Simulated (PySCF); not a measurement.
# AlSiNH8 (SMILES [AlH3-][NH2+][SiH3]): levels of theory compared

Wanted: a comparison of 4 runs (HF/STO-3G, HF/def2-SVP, B3LYP/3-21G, B3LYP/6-31G*) of AlSiNH8. The job is set up through a Python script.

The results are computed with PySCF 2.14.0.

**1. The system as given**

The species is AlSiNH8 (11 atoms), meant as a singlet with charge 0. SMILES: `[AlH3-][NH2+][SiH3]`. The coordinates come from a PBE0-D4/def2-TZVP relaxation.

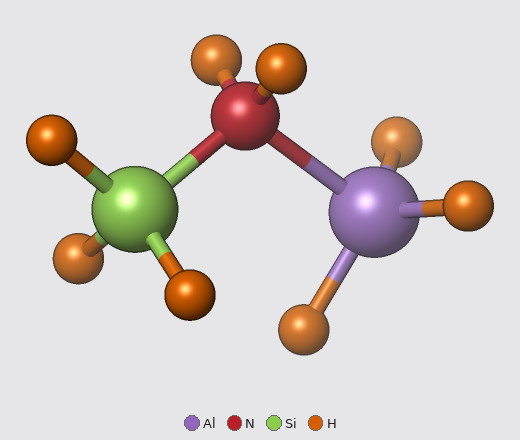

The structure, seen from a chosen angle (aluminium purple, nitrogen red, silicon green, hydrogen orange).

**2. Energy and gradient at HF/STO-3G (run 1)**

Contents of start.xyz:

```xyz
11
AlH8NSi
Al    -0.900100     1.211100    -0.740800
N     -0.028300     0.143500     0.802700
Si     0.876200    -1.248700     0.128600
H     -0.721100     0.091900    -1.882400
H      0.093800     2.465300    -0.806700
H     -2.377200     1.435300    -0.165100
H      0.566700     0.786500     1.316700
H     -0.768500    -0.144800     1.435900
H      1.651500    -1.882900     1.228300
H      1.794800    -0.716800    -0.896700
H     -0.122500    -2.197400    -0.400100
```

Contents of input.py:

```python
# [AlH3-][NH2+][SiH3]
from pyscf import gto

mol = gto.M(
    atom='start.xyz',
    spin=0,
    verbose=3,
    max_memory=1860,
    basis='sto-3g',
)

mf = mol.RHF()
mf.conv_tol = 1e-10
mf.kernel()
if not mf.converged:
    mf = mf.newton().run(mf.mo_coeff, mf.mo_occ)

energy = mf.e_tot
print('E(%s) = %.9f' % ('HF', energy))
grad = mf.nuc_grad_method().kernel()
dip = mf.dip_moment()
pop, q = mf.mulliken_pop()
```

Launch:

```sh
$ OMP_NUM_THREADS=1 python input.py
```

What it wrote:

```text
converged SCF energy = -583.022370772334
[... 9 lines left out ...]
Dipole moment(X, Y, Z, Debye):  2.41543, -3.06604,  3.61707
[... 43 lines left out ...]
charge of   10H =     -0.12567
```

Run time: 1.9 s. Hardware: 1 thread of Intel Xeon at 2.70GHz, shared host; peak memory 0.12 GiB.

**3. Energy and forces at HF/def2-SVP (run 2)**

Contents of calc.py:

```python
# [AlH3-][NH2+][SiH3]
import pyscf.grad
from pyscf import gto

mol = gto.M(
    atom='''
Al  -0.900100   1.211100  -0.740800
N   -0.028300   0.143500   0.802700
Si   0.876200  -1.248700   0.128600
H   -0.721100   0.091900  -1.882400
H    0.093800   2.465300  -0.806700
H   -2.377200   1.435300  -0.165100
H    0.566700   0.786500   1.316700
H   -0.768500  -0.144800   1.435900
H    1.651500  -1.882900   1.228300
H    1.794800  -0.716800  -0.896700
H   -0.122500  -2.197400  -0.400100
''',
    max_memory=1860,
    charge=0,
    basis='def2-svp',
    verbose=3,
)

calc0 = mol.RHF()
calc0.conv_tol = 1e-10
calc0.kernel()
if not calc0.converged:
    calc0 = calc0.newton().run(calc0.mo_coeff, calc0.mo_occ)

energy = calc0.e_tot
print('Final energy', energy)
grad = calc0.Gradients().kernel()
calc0.analyze()
```

Launch:

```sh
$ OMP_NUM_THREADS=1 python calc.py
```

What it wrote:

```text
converged SCF energy = -589.767847360103
[... 19 lines left out ...]
MO #10  energy= -3.15554702199322  occ= 2
[... 15 lines left out ...]
MO #26  energy= 0.190506403852722  occ= 0
[... 15 lines left out ...]
MO #42  energy= 0.629347260621495  occ= 0
[... 15 lines left out ...]
MO #58  energy= 1.17270098377901   occ= 0
[... 15 lines left out ...]
MO #74  energy= 1.99873501965257   occ= 0
[... 15 lines left out ...]
MO #90  energy= 3.68862813572644   occ= 0
[... 12 lines left out ...]
Dipole moment(X, Y, Z, Debye):  2.17178, -2.71644,  3.79793
```

It took 9.9 s on 1 thread of Intel Xeon at 2.70GHz, shared host; peak memory 0.18 GiB.

Run 3 isn't shown in full; the table further down has it.

**4. Energy and gradient at B3LYP/6-31G(d) (Cartesian functions) (run 4)**

Contents of mol.xyz:

```xyz
11

Al    -0.900100     1.211100    -0.740800
N     -0.028300     0.143500     0.802700
Si     0.876200    -1.248700     0.128600
H     -0.721100     0.091900    -1.882400
H      0.093800     2.465300    -0.806700
H     -2.377200     1.435300    -0.165100
H      0.566700     0.786500     1.316700
H     -0.768500    -0.144800     1.435900
H      1.651500    -1.882900     1.228300
H      1.794800    -0.716800    -0.896700
H     -0.122500    -2.197400    -0.400100
```

Contents of job.py:

```python
# [AlH3-][NH2+][SiH3]
import pyscf.grad
from pyscf import gto, dft

mol = gto.M(
    atom='mol.xyz',
    basis='6-31g*',
    verbose=4,
    spin=0,
    max_memory=1860,
    cart=True,
)

calc0 = dft.RKS(mol, xc='b3lyp')
calc0.conv_tol = 1e-10
calc0.grids.level = 5
calc0.kernel()
if not calc0.converged:
    calc0 = calc0.newton().run(calc0.mo_coeff, calc0.mo_occ)

e_final = calc0.e_tot
print('E(%s) = %.9f' % ('B3LYP', e_final))
grad = calc0.Gradients().kernel()
calc0.analyze()
```

Launch:

```sh
$ OMP_NUM_THREADS=1 python job.py
```

What it wrote:

```text
PySCF version 2.14.0

[... 104 lines left out ...]
MO #4   energy= -5.32529022466974  occ= 2
[... 12 lines left out ...]
MO #17  energy= -0.379090939745845 occ= 2
[... 12 lines left out ...]
MO #30  energy= 0.116418092530234  occ= 0
[... 12 lines left out ...]
MO #43  energy= 0.611381371059875  occ= 0
[... 12 lines left out ...]
MO #56  energy= 1.09241852294053   occ= 0
[... 12 lines left out ...]
MO #69  energy= 3.7107786669483    occ= 0
[... 83 lines left out ...]
Dipole moment(X, Y, Z, Debye):  2.11412, -2.64089,  3.73643
```

Run time: 45 s. Hardware: 1 thread of Intel Xeon at 2.70GHz, shared host; peak memory 0.69 GiB.

**5. Overview of the runs**

| run | level | integration grid | Cartesian functions | energy (Eh) | dipole moment (D) | HOMO energy (eV) | LUMO energy (eV) | wall time |
| --- | --- | --- | --- | --- | --- | --- | --- | --- |
| 1 | HF/STO-3G | – | no | -583.022371 | 5.32 | -7.59 | 11.52 | 1.9 s |
| 2 | HF/def2-SVP | – | no | -589.767847 | 5.15 | -10.59 | 2.80 | 9.9 s |
| 3 | B3LYP/3-21G | 5 | no | -588.339062 | 5.33 | -7.13 | -0.36 | 22 s |
| 4 | B3LYP/6-31G* (Cartesian functions) | 5 | yes | -591.507430 | 5.04 | -7.18 | -0.65 | 45 s |

**6. Outcome**

| quantity | value |
| --- | --- |
| run 4: total energy | -591.50743 Eh |
| run 4: dipole moment | 5.04 D |
| run 4: HOMO energy | -7.18 eV |
| run 4: LUMO energy | -0.65 eV |
| run 4: HOMO–LUMO gap | 6.53 eV |
| run 4: largest force on an atom | 0.488 eV/Å |

The dipole moment (its size) runs from 5.04 D (B3LYP/6-31G*) to 5.33 D (B3LYP/3-21G). The HOMO–LUMO gap runs from 6.53 eV (B3LYP/6-31G*) to 19.11 eV (HF/STO-3G). The two ends differ in method and basis. In run 1 the basis is minimal, so the values are rough. All runs together took 79 s, the longest 45 s.
